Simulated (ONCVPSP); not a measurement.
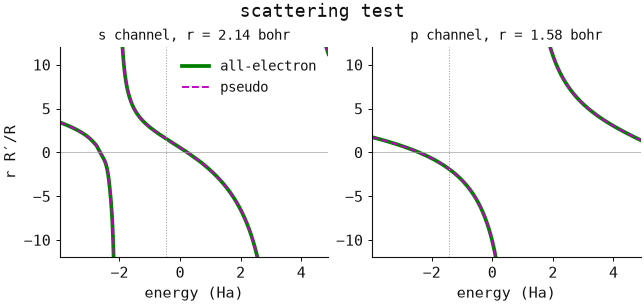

Logarithmic derivatives r R′/R at the test radius against energy, all-electron atom (solid) and pseudo-atom (dashed). Here R(r) is the radial function. The dotted line marks the reference energy of the channel.

Dysprosium, optimised norm-conserving Vanderbilt (ONCV), made with ONCVPSP 4.0.1 (PBE, scalar-relativistic). Core [Kr] 4d10 4f9, reference 5s2 5p6 5d1 6s0.5 (charge +1.5). Waves: 5s+6s: rc 2.10 bohr, ncon 3, nbas 6, qcut 5.4 1/bohr, 3 projectors, debl 1 Ha; 5p: rc 1.55 bohr, ncon 4, nbas 7, qcut 6.3 1/bohr, 3 projectors, debl 3.2 Ha; 5d: rc 3.20 bohr, ncon 3, nbas 8, qcut 5.8 1/bohr, 2 projectors, debl 2.15 Ha. Local part: polynomial inside 1.10 bohr (lpopt 5, dvloc0 0 Ha). Core correction: Teter function, fcfact 5.5, rcfact 1.1.

Where do the curves cross zero?

s: all-electron -2.6 and 0.2 Ha, pseudo -2.6 and 0.2 Ha; p: all-electron -2.4 Ha, pseudo -2.4 Ha.

List the energies at which the logarithmic derivative diverges.

s: all-electron at -2.1 and 3.6 Ha, pseudo at -2.1 and 3.6 Ha; p: all-electron at 0.9 Ha, pseudo at 0.9 Ha.

The potential isn't sound: its ghost test gives GHOST(-) flagged for d at -97.0 eV; GHOST(+) flagged for s at 33.5 eV (flags above 300 eV left out).
